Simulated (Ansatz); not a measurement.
# Fe wire along [111], 13 atoms a period: bands along the axis

Wanted: the relaxed geometry and the bands of the Fe wire along [111], 13 atoms a period.

Calculated with Ansatz 0.2.0; DFT PBE, plane waves, PAW; relaxation of a wire's period; PAW set soft_1, in the first sound run; inputs show where later runs differ.

### 1. The structure

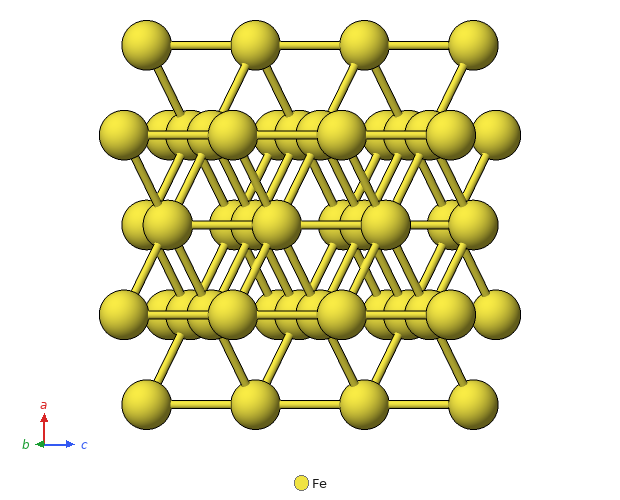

The starting structure, seen from the side, with the c axis across the page (iron yellow). 1×1×3 cells are drawn. Some periodic images of atoms are drawn too.

The cell holds 13 atoms: 13 Fe. Cell: a = 14.804 Å, b = 13.732 Å, c = 2.451 Å, α = 90.0°, β = 90.0°, γ = 90.0°. Vacuum lies along a and b. The structure's axis is c.

### 2. Relaxing the period

Band widths follow the bond lengths, so the wire is relaxed first. The atoms and the third cell vector are free; the box across stays fixed as vacuum. Moments are seeded so that a magnetic state can form if it lies lower. A Fermi-Dirac smearing is set since the result may be a metal. The pressure printed is a third of the stress's trace over the whole box, vacuum included; only the stress along the axis is relaxed.

Contents of input.yaml:

```yaml
crystal:
  lattice:
    - [14.804, 0.0, 0.0]
    - [0.0, 13.732, 0.0]
    - [0.0, 0.0, 2.4508518927]
  atoms:
    - { symbol: Fe, position: [0.364841407, 0.247596854, 0.0], spin: 2.4 }
    - { symbol: Fe, position: [0.500015157, 0.500002038, 0.0], spin: 2.4 }
    - { symbol: Fe, position: [0.635188907, 0.247596854, 0.0], spin: 2.4 }
    - { symbol: Fe, position: [0.770362656, 0.500002038, 0.0], spin: 2.4 }
    - { symbol: Fe, position: [0.364841407, 0.415866977, 0.333333333], spin: 2.4 }
    - { symbol: Fe, position: [0.500015157, 0.668272161, 0.333333333], spin: 2.4 }
    - { symbol: Fe, position: [0.635188907, 0.415866977, 0.333333333], spin: 2.4 }
    - { symbol: Fe, position: [0.364841407, 0.584137099, 0.666666667], spin: 2.4 }
    - { symbol: Fe, position: [0.500015157, 0.331731915, 0.666666667], spin: 2.4 }
    - { symbol: Fe, position: [0.635188907, 0.584137099, 0.666666667], spin: 2.4 }
    - { symbol: Fe, position: [0.229667657, 0.500002038, 0.0], spin: 2.4 }
    - { symbol: Fe, position: [0.364841407, 0.752407222, 0.0], spin: 2.4 }
    - { symbol: Fe, position: [0.635188907, 0.752407222, 0.0], spin: 2.4 }
magnetization:
  spin_polarized: true
kpoints:
  mp_grid: { grid: [1, 1, 33] }
scf:
  occupations: { method: fermi_dirac, width: 0.05 }
hamiltonian:
  xc: pbe
  pseudopotentials: { kind: paw, azcp: { folder: soft_1 } }
relax:
  cell: { fix: [a, b, alpha, beta, gamma] }
  max_steps: 45
  f_tol: 0.03
```

Launch:

```sh
> ansatz run input.yaml --threads 4 --pin off --max-ram 16384MiB --backend cpu --events-out ev --progress --plain --runs-dir out
```

Numbers of over 12 decimals in the logs are rounded to 6 here.

What it wrote:

```text
Engine: ansatz 0.2.0, aarch64-unknown-linux-gnu
Pseudopotentials: kind: paw
Pseudopotential: Fe, paw, valence charge 16, recommended cutoff 420 eV (normal), soft_1/Fe.paw.azcp
Functional definition: PBE
  parameter kappa = 0.804
  parameter beta = 0.066725
  exchange = pbe_x(kappa = kappa, mu = beta*pi^2/3)
  correlation = pbe_c(beta = beta)
Crystal: 13 atoms, lattice volume = 498.230 Å³
Basis set: ecut = 420 eV, 9641 PW (Γ), exchange–correlation on 200×192×36 points (8 copies of the dense FFT grid, shifted against one another)
Bands: 144, of which v1, the nominal top of the filled ones, is band 104 counted from 1 (103 counted from 0)
Symmetry: 4 space group operations
Space group: P2/m (ITA 10), of the structure as read, at distance tolerance 7.9e-5 Å
Magnetic group: BNS 10.42 (UNI 49), of the structure as read, at distance tolerance 7.9e-5 Å
k-points: 17 of 33
Non-local potential: Fe, projectors of the file, l = 0: 3, l = 1: 2, l = 2: 3, l = 3: 1
PAW form: soft (Blöchl's): semilocal exchange-correlation on the pseudo side does not see the compensation charge
PAW one-centre angular grid: Fe, 590 points (default); XC on 64 Gauss nodes
Initial density: superposition of atomic densities (neutral atoms: chi_scale 0, normalization atom)
Starting moments: Σ|m| = 31.2 μB on 13 of 13 sites
Initial wavefunctions: pseudopotential atomic-orbital guess
Functional: x = pbe(κ = 0.804, μ = 0.219515), c = pbe(β = 0.066725)
SCF iter   1: F=—  HF=-58228.974338 eV  |F-HF|=—  |Δ(HF+E_count)|=         —  Δρ=4.15e-2 (↑2.44e-2 ↓4.15e-2)  dr2=4.82e1  dr2_m=3.76e0  M=32.896 μB ∫|m|=33.202 μB  β_m=0.30  ethr=3.10e-3  ⟨swp⟩=8.1  Hψ=22198  notcnv=0  defer=264
Mixer restart at iter 1: flushing history
preconditioner: auto → LDOS  [metal: Δε(μ)=0.012 eV  Ē_g=5.573 eV  σ=0.050 eV  W_gap=0.06  n_scr=92 (ndim 8)  ℏωp=17.0 eV  f_vac=0.549  D(μ)=14.09/eV (n_scr^D=82)]
spin=Collinear: LDOS preconditioning applied to the charge; magnetization (m = ρ↑ − ρ↓) channel mixes plain (no charge-response kernel on spin).
SCF iter   2: F=—  HF=-58224.961213 eV  |F-HF|=—  |Δ(HF+E_count)|=    4.01e0  Δρ=2.69e-2 (↑2.69e-2 ↓2.45e-2)  dr2=8.30e0  dr2_m=2.45e0  M=33.654 μB ∫|m|=34.135 μB  β_m=0.38  ethr=3.10e-3  ⟨swp⟩=3.0  Hψ=9072  notcnv=0  defer=533
SCF iter   3: F=—  HF=-58230.605658 eV  |F-HF|=—  |Δ(HF+E_count)|=    5.64e0  Δρ=1.57e-2 (↑1.14e-2 ↓1.57e-2)  dr2=2.45e-1  dr2_m=7.66e-1  M=34.049 μB ∫|m|=34.787 μB  β_m=0.44  ethr=3.10e-3  ⟨swp⟩=2.7  Hψ=8399  notcnv=0  defer=533
SCF iter   4: F=—  HF=-58232.714864 eV  |F-HF|=—  |Δ(HF+E_count)|=         —  Δρ=1.64e-2 (↑1.64e-2 ↓1.28e-2)  dr2=1.21e-1  dr2_m=9.42e-1  M=35.584 μB ∫|m|=36.627 μB  β_m=0.44  ethr=1.18e-4  ⟨swp⟩=3.1  Hψ=8831  notcnv=0  defer=533
SCF iter   5: F=—  HF=-58233.492984 eV  |F-HF|=—  |Δ(HF+E_count)|=   7.78e-1  Δρ=7.39e-3 (↑7.39e-3 ↓5.67e-3)  dr2=4.47e-2  dr2_m=1.85e-1  M=35.595 μB ∫|m|=36.873 μB  β_m=0.62  ethr=5.83e-5  ⟨swp⟩=3.2  Hψ=9846  notcnv=0  defer=535
SCF iter   6: F=—  HF=-58233.613842 eV  |F-HF|=—  |Δ(HF+E_count)|=   1.21e-1  Δρ=1.95e-3 (↑1.95e-3 ↓1.01e-3)  dr2=3.03e-2  dr2_m=6.93e-3  M=35.668 μB ∫|m|=37.169 μB  β_m=0.70  ethr=2.15e-5  ⟨swp⟩=2.3  Hψ=9468  notcnv=0  defer=549
SCF iter   7: F=—  HF=-58233.613826 eV  |F-HF|=—  |Δ(HF+E_count)|=   1.63e-5  Δρ=9.41e-4 (↑9.41e-4 ↓7.11e-4)  dr2=8.89e-3  dr2_m=8.86e-4  M=35.661 μB ∫|m|=37.209 μB  β_m=0.65  ethr=1.46e-5  ⟨swp⟩=2.0  Hψ=8103  notcnv=0  defer=549
SCF iter   8: F=—  HF=-58233.615030 eV  |F-HF|=—  |Δ(HF+E_count)|=   1.20e-3  Δρ=3.36e-4 (↑1.82e-4 ↓3.36e-4)  dr2=5.48e-4  dr2_m=1.69e-4  M=35.683 μB ∫|m|=37.245 μB  β_m=0.66  ethr=4.27e-6  ⟨swp⟩=2.0  Hψ=8024  notcnv=0  defer=549
SCF iter   9: F=—  HF=-58233.615554 eV  |F-HF|=—  |Δ(HF+E_count)|=   5.24e-4  Δρ=1.59e-4 (↑1.46e-4 ↓1.59e-4)  dr2=2.84e-4  dr2_m=3.26e-5  M=35.694 μB ∫|m|=37.258 μB  β_m=0.79  ethr=2.64e-7  ⟨swp⟩=3.0  Hψ=10082  notcnv=0  defer=549
SCF iter  10: F=—  HF=-58233.615815 eV  |F-HF|=—  |Δ(HF+E_count)|=   2.60e-4  Δρ=1.41e-4 (↑1.41e-4 ↓6.04e-5)  dr2=7.08e-5  dr2_m=3.02e-5  M=35.708 μB ∫|m|=37.273 μB  β_m=0.70  ethr=1.37e-7  ⟨swp⟩=2.4  Hψ=8072  notcnv=0  defer=549
SCF iter  11: F=—  HF=-58233.615814 eV  |F-HF|=—  |Δ(HF+E_count)|=   4.20e-7  Δρ=4.13e-5 (↑3.04e-5 ↓4.13e-5)  dr2=2.79e-6  dr2_m=5.22e-6  M=35.710 μB ∫|m|=37.278 μB  β_m=0.85  ethr=3.41e-8  ⟨swp⟩=2.4  Hψ=7787  notcnv=0  defer=549
SCF iter  12: F=—  HF=-58233.615820 eV  |F-HF|=—  |Δ(HF+E_count)|=   5.47e-6  Δρ=1.60e-5 (↑1.18e-5 ↓1.60e-5)  dr2=3.36e-6  dr2_m=3.23e-7  M=35.712 μB ∫|m|=37.280 μB  β_m=0.86  ethr=1.34e-9  ⟨swp⟩=2.7  Hψ=9400  notcnv=0  defer=549
SCF iter  13: F=—  HF=-58233.615821 eV  |F-HF|=—  |Δ(HF+E_count)|=   8.88e-7  Δρ=1.17e-5 (↑1.17e-5 ↓7.21e-6)  dr2=1.25e-6  dr2_m=7.92e-8  M=35.712 μB ∫|m|=37.281 μB  β_m=0.64  ethr=1.34e-9  ⟨swp⟩=2.9  Hψ=9511  notcnv=0  defer=549
SCF iter  14: F=—  HF=-58233.615820 eV  |F-HF|=—  |Δ(HF+E_count)|=   3.01e-7  Δρ=4.88e-6 (↑4.88e-6 ↓4.46e-6)  dr2=2.57e-7  dr2_m=3.14e-8  M=35.713 μB ∫|m|=37.281 μB  β_m=0.55  ethr=6.00e-10  ⟨swp⟩=2.5  Hψ=8555  notcnv=0  defer=549
SCF iter  15: F=—  HF=-58233.615820 eV  |F-HF|=—  |Δ(HF+E_count)|=   4.45e-8  Δρ=1.93e-6 (↑1.10e-6 ↓1.93e-6)  dr2=1.47e-8  dr2_m=6.55e-9  M=35.713 μB ∫|m|=37.281 μB  β_m=0.77  ethr=1.24e-10  ⟨swp⟩=2.0  Hψ=6630  notcnv=0  defer=549
SCF iter  16: F=-58233.615820 eV  HF=-58233.615820 eV  |F-HF|=4.49e-8  |Δ(HF+E_count)|=   1.56e-8  Δρ=1.57e-6 (↑1.55e-6 ↓1.57e-6)  dr2=4.50e-8  dr2_m=1.05e-9  M=35.713 μB ∫|m|=37.281 μB  ethr=7.09e-12  ⟨swp⟩=2.6  Hψ=17036  notcnv=0
SCF 1 converged in 16 iterations: F = -58233.615820 eV  dr2 = 4.50e-8
  greatest PAW one-centre occupation: 1.002 electrons in one spin orbital (limit 2), on the Fe atom at site 12 (counted from 0), in its partial waves of l = 1
relax step   1: F+E_penalty+E_count = -58233.61582014 eV  Δ(F+E_penalty+E_count) = +0.000e0 eV  max|allowed force component| = 9.629e-1 eV/Å  Δτ_max = 0.0000 Å  P = -1.663 GPa  Ω = 498.230 Å³  fix = [a, b, alpha, beta, gamma]  reactions: a -1.846, b -1.881 GPa; alpha +0.000 GPa/rad  (16 SCF iters, dr2 threshold 1.00e-7 eV, accepted)
Crystal: 13 atoms, lattice volume = 496.531 Å³
Basis set: ecut = 420 eV, 9597 PW (Γ), exchange–correlation on 200×192×36 points (8 copies of the dense FFT grid, shifted against one another)
Initial density: handed on by an earlier stage of this run
Starting moments: Σ|m| = 31.2 μB on 13 of 13 sites; this step starts from the density that it was given
Initial wavefunctions: those handed on with the density
iter 1 solved again at ethr=1.61e-4 eV; its pass at ethr=3.10e-3 eV (dr2=3.35e-1 eV) is discarded
[...]
relax step   5: F+E_penalty+E_count = -58234.13506106 eV  Δ(F+E_penalty+E_count) = +1.355e-3 eV  max|allowed force component| = 1.201e-2 eV/Å  Δτ_max = 0.0000 Å  P = +0.026 GPa  Ω = 494.994 Å³  fix = [a, b, alpha, beta, gamma]  reactions: a +0.023, b +0.000 GPa; alpha -0.006 GPa/rad  stress off target by 5.45e-2 GPa on what of the cell is left free  SCF on the basis re-selected at this cell (its energy is not comparable with the rows above)  (9 SCF iters)
[...]
relax step   6: F+E_penalty+E_count = -58234.13510107 eV  Δ(F+E_penalty+E_count) = -4.001e-5 eV  max|allowed force component| = 3.731e-3 eV/Å  Δτ_max = 0.0023 Å  P = -0.009 GPa  Ω = 495.211 Å³  energy of the carried Pulay correction = -9.205e-5 eV  fix = [a, b, alpha, beta, gamma]  reactions: a +0.002, b -0.029 GPa; alpha -0.005 GPa/rad  (9 SCF iters, dr2 threshold 7.43e-9 eV, accepted)
iter 1 solved again at ethr=1.41e-6 eV; its pass at ethr=3.10e-3 eV (dr2=2.93e-3 eV) is discarded
SCF iter   1: F=—  HF=-58234.134639 eV  |F-HF|=—  |Δ(HF+E_count)|=         —  Δρ=1.36e-5 (↑1.09e-5 ↓1.36e-5)  dr2=9.83e-8  dr2_m=1.69e-7  M=35.192 μB ∫|m|=36.622 μB  β_m=0.65  ethr=1.41e-6  ⟨swp⟩=4.0  Hψ=33329  notcnv=0
eigensolver tolerance schedule: the retry pair's looser diagonalisation over-reported the residual by 29866.44 of it (diagonalisation noise at an unbounded share of the residual, at the tolerance the schedule requests for it); recorded, not acted on — ethr = c·dr2/N_el stays at c = 1.0e-1
preconditioner: auto → LDOS  [metal: Δε(μ)=0.021 eV  Ē_g=5.363 eV  σ=0.050 eV  W_gap=0.11  n_scr=40 (ndim 8)  ℏωp=17.0 eV  f_vac=0.585  D(μ)=9.30/eV (n_scr^D=52)]
spin=Collinear: LDOS preconditioning applied to the charge; magnetization (m = ρ↑ − ρ↓) channel mixes plain (no charge-response kernel on spin).
SCF iter   2: F=—  HF=-58234.135080 eV  |F-HF|=—  |Δ(HF+E_count)|=   4.40e-4  Δρ=4.86e-6 (↑4.15e-6 ↓4.86e-6)  dr2=9.51e-8  dr2_m=2.32e-8  M=35.192 μB ∫|m|=36.622 μB  β_m=0.52  ethr=4.72e-11  ⟨swp⟩=5.5  Hψ=17114  notcnv=0
SCF iter   3: F=—  HF=-58234.135175 eV  |F-HF|=—  |Δ(HF+E_count)|=   9.55e-5  Δρ=2.65e-6 (↑2.32e-6 ↓2.65e-6)  dr2=1.48e-8  dr2_m=6.80e-9  M=35.192 μB ∫|m|=36.622 μB  β_m=0.58  ethr=4.57e-11  ⟨swp⟩=3.7  Hψ=9595  notcnv=0
SCF iter   4: F=—  HF=-58234.135210 eV  |F-HF|=—  |Δ(HF+E_count)|=   3.50e-5  Δρ=1.12e-6 (↑1.06e-6 ↓1.12e-6)  dr2=7.96e-9  dr2_m=1.55e-9  M=35.192 μB ∫|m|=36.622 μB  β_m=0.61  ethr=7.13e-12  ⟨swp⟩=3.9  Hψ=10543  notcnv=0
SCF iter   5: F=—  HF=-58234.135211 eV  |F-HF|=—  |Δ(HF+E_count)|=   3.16e-7  Δρ=3.60e-7 (↑3.60e-7 ↓2.28e-7)  dr2=1.14e-9  dr2_m=1.53e-10  M=35.192 μB ∫|m|=36.622 μB  β_m=0.58  ethr=3.83e-12  ⟨swp⟩=4.6  Hψ=11757  notcnv=0
SCF iter   6: F=—  HF=-58234.135211 eV  |F-HF|=—  |Δ(HF+E_count)|=   3.03e-7  Δρ=1.62e-7 (↑1.62e-7 ↓1.52e-7)  dr2=2.65e-10  dr2_m=6.06e-11  M=35.192 μB ∫|m|=36.622 μB  β_m=0.73  ethr=1.00e-12  ⟨swp⟩=2.8  Hψ=7334  notcnv=0
SCF iter   7: F=—  HF=-58234.135211 eV  |F-HF|=—  |Δ(HF+E_count)|=   4.64e-8  Δρ=1.25e-7 (↑1.25e-7 ↓6.80e-8)  dr2=7.71e-11  dr2_m=2.70e-11  M=35.192 μB ∫|m|=36.622 μB  β_m=0.71  ethr=1.00e-12  ⟨swp⟩=2.9  Hψ=7609  notcnv=0
SCF iter   8: F=-58234.135211 eV  HF=-58234.135211 eV  |F-HF|=4.22e-10  |Δ(HF+E_count)|=   1.45e-9  Δρ=9.57e-8 (↑6.91e-8 ↓9.57e-8)  dr2=7.27e-11  dr2_m=1.76e-11  M=35.192 μB ∫|m|=36.622 μB  ethr=1.00e-12  ⟨swp⟩=3.7  Hψ=16693  notcnv=0
SCF 7 converged in 8 iterations: F = -58234.135211 eV  dr2 = 7.27e-11
relax step   7: F+E_penalty+E_count = -58234.13521099 eV  Δ(F+E_penalty+E_count) = -1.099e-4 eV  max|allowed force component| = 3.724e-3 eV/Å  Δτ_max = 0.0000 Å  P = -0.009 GPa  Ω = 495.211 Å³  fix = [a, b, alpha, beta, gamma]  reactions: a +0.002, b -0.029 GPa; alpha -0.005 GPa/rad  stress off target by 2.70e-4 GPa on what of the cell is left free  SCF on the basis re-selected at this cell (its energy is not comparable with the rows above)  (8 SCF iters)
basis re-selected at this cell: Δ(F+E_penalty+E_count) = -1.099e-4 eV, ΔP = -0.000 GPa vs the last step (what re-selecting the basis moved, of the pressure what is left beyond the Pulay correction that the steps carried, after the strain that the cell walked since its last selection, with what the two solves' SCF thresholds leave and, on support functions, any second-order correction that the steps lacked; it is no m [...]
SCF converged after 8 iterations
Magnetization: 35.1918 μB (121.5959 up, 86.4041 down)
Absolute magnetization: 36.6270 μB (∫|ρ↑−ρ↓|, with the PAW one-centre terms)
Spin contamination: 0.5436 ħ² per cell (⟨S²⟩ above its minimum at these occupations)
Per-site moments (μB) at R_I (Å): [(2.773059, 0.971292), (2.557595, 1.004851), (2.773059, 0.971292), (2.772808, 0.971254), (2.417827, 0.971254), (2.418154, 0.971462), (2.417827, 0.971254), (2.417827, 0.971254), (2.418154, 0.971462), (2.417827, 0.971254), (2.772808, 0.971254), (2.773059, 0.971292), (2.773059, 0.971292)]
Free energy (F): -58234.135211 eV
Harris-Foulkes:  -58234.135211 eV  (|F-HF|=4.22e-10)
Internal energy: -58234.056301 eV  (E = F + TS)
E sigma→0 (E₀):  -58234.095756 eV
Entropy (-TS):   -0.078910 eV (-6.070 meV/atom)
Fermi energy:    2.911622 eV
--- Per-component energies (eV) ---
  E_band       = -5980.183347
  E_kinetic    = 4283.744122
  E_local      = -166802.468138  (includes V_loc(G=0)·N_el)
  E_nonlocal   = 3809.007516
  E_hartree    = 79416.911278
  E_xc         = -1418.730057
  E_vxc        = -1820.598668  (∫ρ·V_xc dr)
  E_paw        = -17997.894632  (= ΣΔE_a)
  E_vpaw       = -4283.677883  (= ΣTr[D̂ρ^β])
  E_aug_tail   = -0.012908  (compensation charges beyond the density's cutoff)
  E_ewald      = 40475.386519
  E_smearing   = -0.078910  (= −TS)
  E_closure    = 0.000000  (closes the sum)
  Σ components = -58234.135211   (vs F -58234.135211, Δ=0.00e0)
--- Forces (eV/Å), atoms counted from 1 ---
  atom   1  Fe    -0.00017653     0.00004329    -0.00000178
  atom   2  Fe    -0.00000000     0.00000000     0.00000000
  atom   3  Fe     0.00017653     0.00004329    -0.00000178
  atom   4  Fe     0.00010772    -0.00000000    -0.00000000
  atom   5  Fe     0.00154149     0.00060276     0.00364479
  atom   6  Fe    -0.00000000    -0.00123988     0.00372405
  atom   7  Fe    -0.00154149     0.00060276     0.00364479
  atom   8  Fe     0.00154149    -0.00060276    -0.00364479
  atom   9  Fe     0.00000000     0.00123988    -0.00372405
  atom  10  Fe    -0.00154149    -0.00060276    -0.00364479
  atom  11  Fe    -0.00010772     0.00000000     0.00000000
  atom  12  Fe    -0.00017653    -0.00004329     0.00000178
  atom  13  Fe     0.00017653    -0.00004329     0.00000178
  max |Σ_I F_I| component: 1.21e-18 eV/Å
--- Stress (GPa, compression-positive) ---
        0.002023      -0.000000       0.000000
       -0.000000      -0.028821       0.005008
        0.000000       0.005008       0.000270
  P = ⅓ Tr σ = -0.0088 GPa (-0.088 kbar)
--- Relaxed structure (5 steps of the walk, 5 accepted, 2 SCFs on fresh bases) ---
  F+E_penalty+E_count = -58234.13521099 eV   max|allowed force component| = 3.724e-3 eV/Å   (the final SCF, on the basis selected at the relaxed cell)
  cell:  # Å, volume = 495.2112 Å³
    - [14.804, 0, 0]
    - [0, 13.732, 0]
    - [0, 0, 2.436002]
  atoms:
    - { symbol: Fe, position: [0.368739, 0.254794, 0.000688568] }
    - { symbol: Fe, position: [0.500015, 0.5, 0] }
    - { symbol: Fe, position: [0.631291, 0.254794, 0.000688568] }
    - { symbol: Fe, position: [0.762513, 0.5, 0] }
    - { symbol: Fe, position: [0.361959, 0.414024, 0.356983] }
    - { symbol: Fe, position: [0.500015, 0.671871, 0.356082] }
    - { symbol: Fe, position: [0.638071, 0.414024, 0.356983] }
    - { symbol: Fe, position: [0.361959, 0.585976, 0.643017] }
    - { symbol: Fe, position: [0.500015, 0.328129, 0.643918] }
    - { symbol: Fe, position: [0.638071, 0.585976, 0.643017] }
    - { symbol: Fe, position: [0.237517, 0.5, 0] }
    - { symbol: Fe, position: [0.368739, 0.745206, -0.000688568] }
    - { symbol: Fe, position: [0.631291, 0.745206, -0.000688568] }
```

Elapsed: 8.8 min, on 4 threads of Arm Neoverse V1, shared host; peak memory 2.7 GiB.

The steps of the relaxation:

```csv
step,energy less that of the first step (eV),largest force component (eV/Å),pressure (GPa),volume (Å³)
1,0.0000,0.9629,-1.66,498.23
2,-0.4330,0.4101,-0.60,496.53
3,-0.5173,0.0954,0.18,495.46
4,-0.5206,0.0120,0.02,494.99
5*,-0.5192,0.0120,0.03,494.99
6,-0.5193,0.0037,-0.01,495.21
7*,-0.5194,0.0037,-0.01,495.21
```

Relaxation steps marked * repeat the geometry before them on a plane-wave basis chosen anew for their cell, so energy and pressure can jump there.

The run keeps the 4 symmetry operations that it works with, so distortions that break them were not tested.

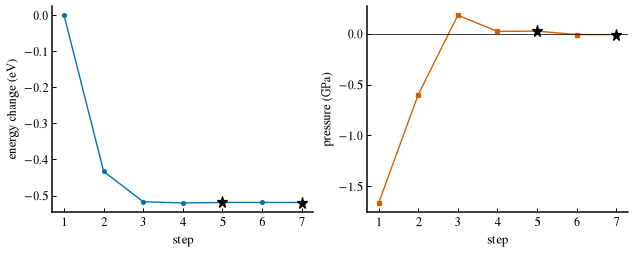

Energy and pressure along the relaxation. Stars mark steps on a basis chosen anew.

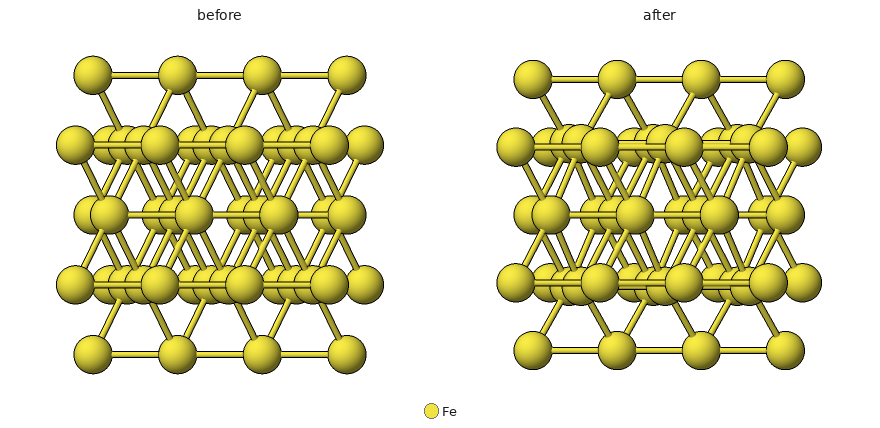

Before and after, at one scale.

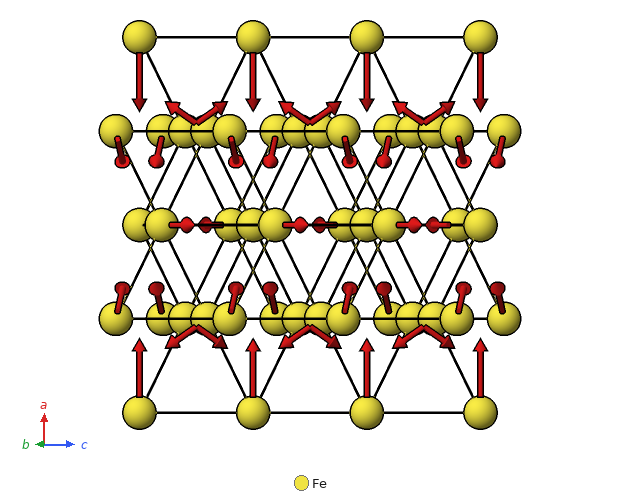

Displacements in the relaxation, exaggerated, measured against the changing cell; the longest in the cell stands for 0.12 Å. 1×1×3 cells are drawn. Some periodic images of atoms are drawn too.

```csv
cell as run,before,after,change
c (Å),2.451,2.436,-0.6 %
```

The atoms that moved most (Å, along periodic axes as changes of fractional coordinates times the final cell, across vacuum about the mean position):

```csv
atom,dx,dy,dz,length
Fe11,0.116,0.000,0.000,0.116
Fe4,-0.116,0.000,0.000,0.116
Fe13,-0.058,-0.099,-0.002,0.114
Fe3,-0.058,0.099,0.002,0.114
Fe12,0.058,-0.099,-0.002,0.114
Fe1,0.058,0.099,0.002,0.114
Fe8,-0.043,0.025,-0.058,0.076
Fe5,-0.043,-0.025,0.058,0.076
```

Numbers from this step:

```
energy at zero smearing    : -58234.0958 eV
total moment               : 35.19 μB
absolute moment            : 36.63 μB
cell length along the wire : 2.436 Å
```

[end of part 1 of 2]

[Logs are printed without paths, hosts, clocks, repeated set-up lines and the standing remarks that a program may print on its own settings, such as how far it seeks lower states.]

[Hosts, paths, dates, database ids (printed as entryN), source tags and the programs' standing remarks are cut or masked in the printed files.]
